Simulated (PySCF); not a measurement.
## Electronic structure of CoBr (charge −1, quartet) in real space

```xyz
2

Co    0.0000    0.0000   -1.3826
Br    0.0000    0.0000    1.0324
```

These are results of PBE0/def2-TZVPPD, non-relativistic Hamiltonian with scalar-relativistic core potentials where named, at a bond length of 2.415 Å in PySCF, not measurements.

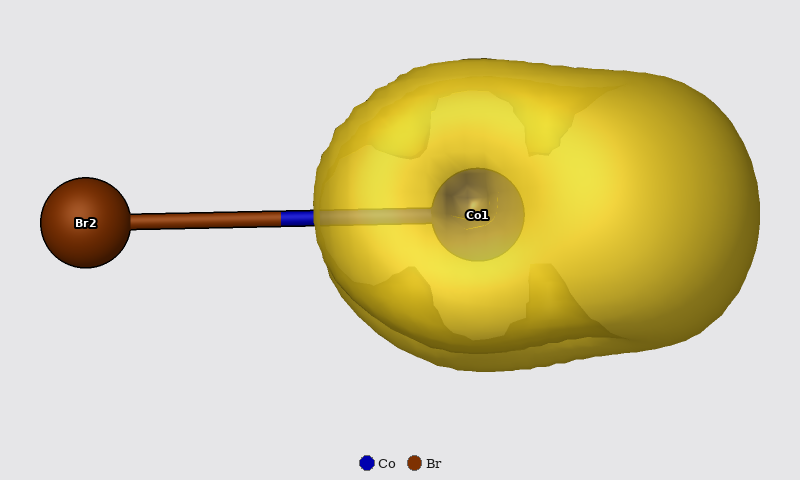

Figure 1. Isosurface of the spin density at +0.04 e/Å³ (yellow), seen from one side.

**Describe the spin distribution.**

The unpaired spin (3 electrons) lies mostly on Co1 (about 2.9) and Br2 (about 0.1), in electrons by Hirshfeld's partition.

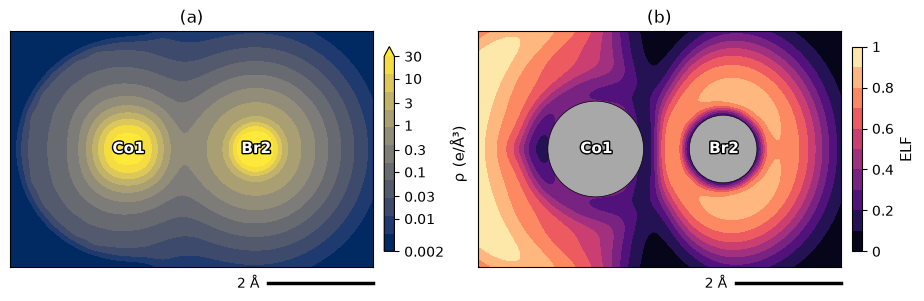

Figure 2. (a) total electron density; (b) electron localisation function on a plane that holds the molecular axis. Grey discs cover the atomic cores in the ELF map.

**Read the bonding off the picture.**

The plane passes through Co and Br nuclei.
Co–Br (2.41 Å): ρ at the midpoint is about 0.48 e/Å³, with its minimum of 0.43 e/Å³ about 1.1 Å from Co; the ELF peaks at about 0.80 in the valence shell of Br, 1.0 Å from its nucleus, and is about 0.50 at the midpoint.
